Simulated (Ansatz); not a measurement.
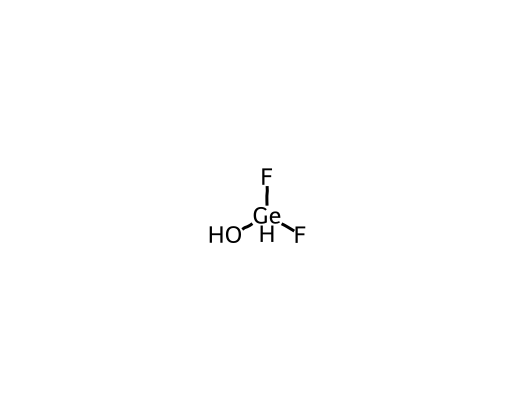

> Write the SMILES.

[OH][GeH]([F])[F]

> What is the molecular formula?

F2GeH2O.

> An optimisation with PBE0-D4/def2-TZVP gave a structure of which point group?

Cs.

The parts below concern this one geometry. Atoms keep their numbers from picture to picture. The computed structure is the end point of a PBE0-D4/def2-TZVP optimisation.

**Vibrations**

Harmonic vibrations computed with RKS PBE0-D4/def2-TZVP (Ansatz 0.2.0) at a stationary point of the same level.

> List the wavenumbers.

12 modes: 156, 238, 269, 272, 700, 707, 727, 738, 772, 928, 2273, 3885 cm⁻¹.

**Levels of theory compared**

Program: Ansatz 0.2.0.

Compare HOMO–LUMO gap (eV) at these levels: B97M-V/def2-TZVPP; BHLYP-D4/def2-TZVPP; CAM-B3LYP-D4/def2-TZVPP; HSE06-D4/def2-TZVPP; PBE0-D4/def2-QZVPP; r2SCAN-D4/def2-TZVPP; r2SCAN0-D4/def2-TZVPP; r2SCANh-D4/def2-TZVPP; ωB97M-V/def2-SVP; ωB97M-V/def2-TZVPP; ωB97X-V/def2-TZVPP.

| level | HOMO–LUMO gap (eV) |
| --- | --- |
| B97M-V/def2-TZVPP | 7.81 |
| BHLYP-D4/def2-TZVPP | 12.57 |
| CAM-B3LYP-D4/def2-TZVPP | 12.37 |
| HSE06-D4/def2-TZVPP | 9.12 |
| PBE0-D4/def2-QZVPP | 9.78 |
| r2SCAN-D4/def2-TZVPP | 7.92 |
| r2SCAN0-D4/def2-TZVPP | 10.54 |
| r2SCANh-D4/def2-TZVPP | 8.97 |
| ωB97M-V/def2-SVP | 14.47 |
| ωB97M-V/def2-TZVPP | 14.25 |
| ωB97X-V/def2-TZVPP | 14.64 |

**Dipole moment**

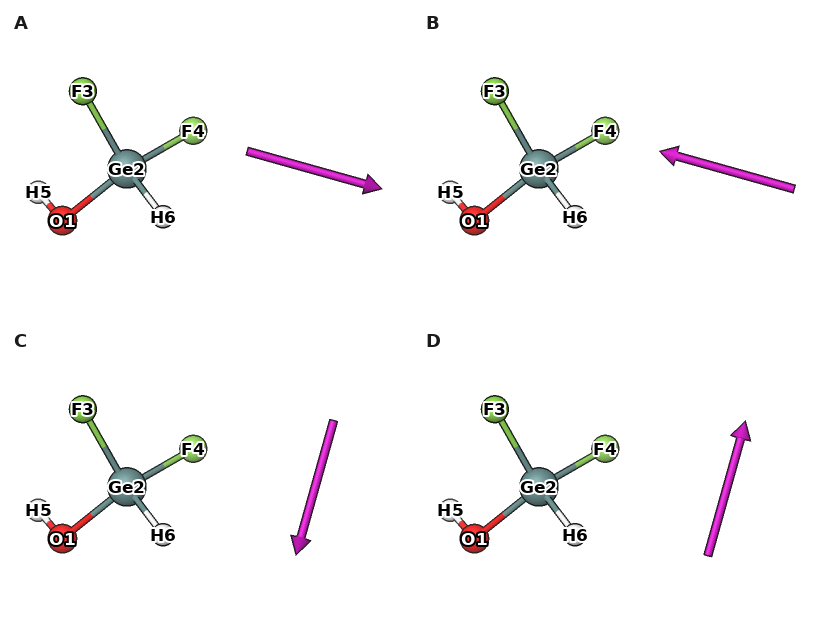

The same molecule four times, each with an arrow. Method: RKS ωB97M-V/def2-TZVPP (Ansatz 0.2.0).

> Which arrow points along the dipole moment, from the negative to the positive end?

C. The dipole moment is 1.21 D; it points from the side of F3, F4 to the side of O1 (the outermost atoms at the two ends).
